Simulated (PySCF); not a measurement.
C4H7N3Si: NMR shielding calculation

C4H7N3Si, SMILES C=Cn1ncc([SiH3])n1, computed with GIAO PBE0/6-311G** NMR shielding, non-relativistic, IEF-PCM methanol (PySCF 2.14.0).

The geometry comes from this level: GFN2-xTB. It belongs to a series of runs on one base structure; here: solvent methanol; PBE0/6-311G**. Figures and captions count atoms from 1; the log counts them from 0 in places.

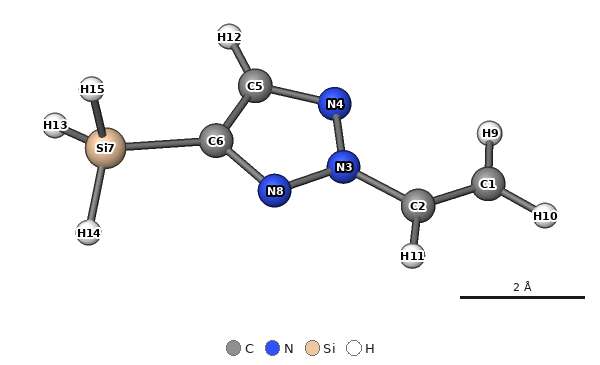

Fig. 1: The input geometry (ball-and-stick view, seen at a tilt; atoms are numbered from 1 in the order of the input). Bond lengths as drawn: C–C 1.32 to 1.41 Å, C–H 1.07 to 1.08 Å, C–N 1.32 to 1.38 Å, C–Si 1.87 Å, H–Si 1.46 to 1.47 Å and N–N 1.32 Å.

Summary

| quantity | value |
| --- | --- |
| outcome | converged |
| total energy | −609.916796 hartree |
| HOMO | −7.03 eV |
| LUMO | −1.19 eV |
| dipole moment | 0.21 D |
| isotropic shielding, C | 42.8 to 81.7 ppm |
| isotropic shielding, N | −99.4 to −23.4 ppm |
| isotropic shielding, Si | 434.9 ppm |
| isotropic shielding, H | 23.8 to 27.3 ppm |
| hardware | 1 CPU thread, shared host |
| wall time | 75 s |
| peak memory | 0.97 GiB |

Remarks

Settings chosen away from the usual ones: solvent methanol; PBE0/6-311G**.

Input
```
{"job": {"kind": "nmr", "xc": "PBE0", "basis": "6-311G**", "solvent": "methanol", "pop": true}, "charge": 0, "multiplicity": 1}
C     -3.247451    -0.207843    -0.280677
C     -2.128821     0.433420    -0.580531
N     -0.882888     0.030041    -0.131543
N     -0.683871    -1.023246     0.640227
C      0.618500    -1.054278     0.826238
C      1.207622     0.026125     0.134314
Si     2.997468     0.555831    -0.006025
N      0.216790     0.681384    -0.454804
H     -3.228732    -1.087383     0.338435
H     -4.198055     0.132318    -0.646831
H     -2.076162     1.319212    -1.195602
H      1.084200    -1.812004     1.421053
H      3.806361    -0.667006    -0.002928
H      3.177622     1.306015    -1.245004
H      3.333001     1.375402     1.161765
```

The first line tells a small driver script what to run in PySCF; the rest is the geometry in Å.

Launch command:
```bash
OMP_NUM_THREADS=1 python <driver script> task.json out
```

Output
```
coarse grid: 13496 points
cycle   1  E = -609.8635700047  dE =  1.451e+00  |g| = 5.391e-01  |ddm| = 3.364e+00
cycle   2  E = -609.7700552940  dE =  9.351e-02  |g| = 8.753e-01  |ddm| = 8.743e-01
cycle   3  E = -609.9237485193  dE = -1.537e-01  |g| = 9.317e-02  |ddm| = 5.490e-01
cycle   4  E = -609.9252277394  dE = -1.479e-03  |g| = 4.781e-02  |ddm| = 9.952e-02
cycle   5  E = -609.9257559742  dE = -5.282e-04  |g| = 1.359e-02  |ddm| = 3.900e-02
cycle   6  E = -609.9257930655  dE = -3.709e-05  |g| = 3.351e-03  |ddm| = 1.047e-02
cycle   7  E = -609.9257955826  dE = -2.517e-06  |g| = 7.469e-04  |ddm| = 2.734e-03
final grid: 127344 points
cycle   8  E = -609.9167889199  dE = -3.313e-05  |g| = 5.433e-03  |ddm| = 2.542e-02
cycle   9  E = -609.9167892191  dE = -2.991e-07  |g| = 5.252e-03  |ddm| = 8.778e-03
cycle  10  E = -609.9167955983  dE = -6.379e-06  |g| = 1.371e-03  |ddm| = 4.629e-03
cycle  11  E = -609.9167960238  dE = -4.255e-07  |g| = 2.409e-04  |ddm| = 1.045e-03
cycle  12  E = -609.9167960356  dE = -1.182e-08  |g| = 5.584e-05  |ddm| = 1.597e-04
cycle  13  E = -609.9167960361  dE = -5.098e-10  |g| = 2.879e-05  |ddm| = 4.861e-05
```

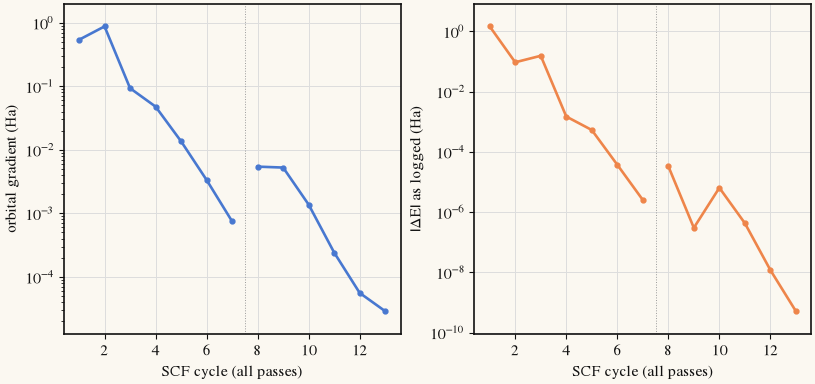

Fig. 2: Convergence of the self-consistent field: orbital gradient and size of the energy change against the SCF cycle. The dotted line marks the change from a coarse to the final integration grid. The first 7 cycles use a coarse grid, the final grid takes over at cycle 8, and the field converges after 13 cycles in all.

```
converged SCF energy = -609.9167960361

GIAO shielding tensors (ppm)
atom      isotropic    diamagn.    paramagn.     s11        s22        s33       span
  0 C       81.737     255.586    -173.849    -19.684     87.275    177.619    197.304
  1 C       52.338     249.972    -197.633    -54.912     86.596    125.331    180.244
  2 N      -23.404     330.044    -353.448   -119.674    -24.198     73.661    193.334
  3 N      -68.385     326.146    -394.531   -289.251   -116.741    200.836    490.087
  4 C       42.787     254.917    -212.130    -44.376     44.375    128.361    172.737
  5 C       49.245     257.452    -208.207    -24.813     29.971    142.577    167.390
  6 Si     434.889     879.009    -444.121    412.736    431.663    460.267     47.531
  7 N      -99.434     325.427    -424.861   -334.193   -123.980    159.872    494.066
  8 H       25.533      32.145      -6.612     22.784     24.182     29.633      6.848
  9 H       26.509      28.332      -1.823     25.181     25.279     29.066      3.885
 10 H       24.239      30.434      -6.195     20.849     23.467     28.402      7.554
 11 H       23.814      31.474      -7.660     21.195     23.166     27.082      5.887
 12 H       27.250      28.665      -1.414     23.695     26.077     31.979      8.283
 13 H       27.288      28.911      -1.622     23.537     26.232     32.095      8.558
 14 H       27.289      28.631      -1.342     24.423     25.132     32.313      7.890
```

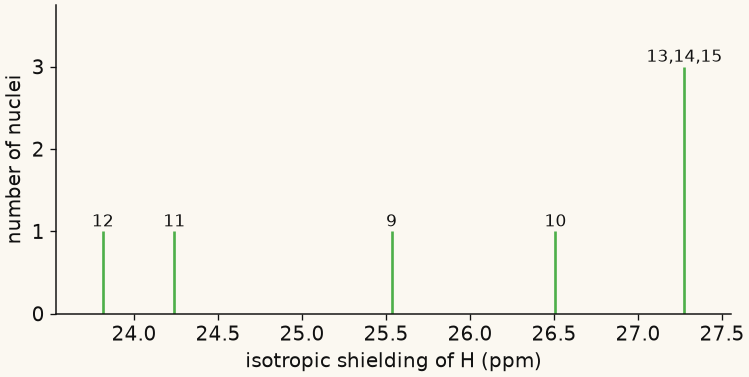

Fig. 3: Isotropic shieldings of the hydrogen nuclei in this fixed geometry, labelled by atom number; shielding grows to the right, so chemical shift grows to the left. The least shielded is H12 (23.8 ppm), the most shielded H15 (27.3 ppm).
